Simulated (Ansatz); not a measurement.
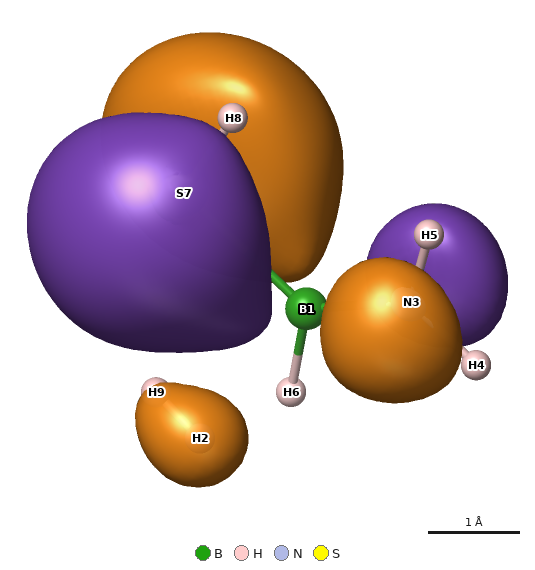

Figure. BH$_{4}$NS···H$_{2}$. The HOMO at ±0.08 Å⁻³ᐟ² (orange and purple are the two phases), seen across its widest extent.

Not at a stationary point (largest force 1.8 eV/Å).

Method: RKS PBE0/def2-SVP (Ansatz).

```tsv
atom	x (Å)	y (Å)	z (Å)
B	0.0569	0.6170	-0.2223
H	0.0103	-0.5858	1.8548
N	1.3114	0.1539	-0.6054
H	1.4302	-0.7321	-1.0782
H	2.1788	0.6498	-0.4492
H	-0.9338	-0.0356	-0.4418
S	-0.2258	2.2551	0.6210
H	1.0614	2.6667	0.6890
H	-0.1849	0.0761	2.0553
```

What is the character of this orbital?

By Hirshfeld shares it lies mainly on S7 (about 75 %) and N3 (about 10 %); largely a lone pair of S7. Its energy is −6.97 eV.
